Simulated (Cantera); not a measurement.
Charge: 1 mol SiHCl₃, 0.36 mol NH₃, 6.4 mol H₂, at 10000 Pa.

Method: chemical equilibrium by Gibbs-energy minimisation in Cantera with the NASA 1993 tables (ideal gas, pure condensed phases). Candidate condensed phases: NH₄Cl, Si, Si₃N₄; 28 gas species. The tables' values for SiCl₃ are old estimates; treat these amounts as uncertain. Rates play no part.

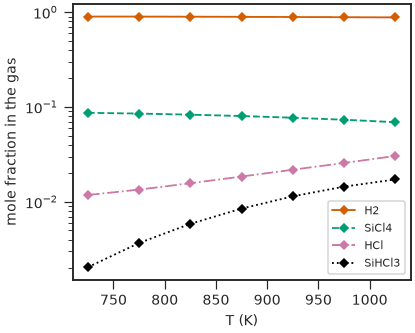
Figure: Equilibrium gas composition (values under 1e-9 drawn at 1e-9)

**Question.** Read off the mole fractions at 875 K.

**Answer.** H₂ about 0.89, SiCl₄ about 0.080, HCl about 0.018, SiHCl₃ about 0.0085.
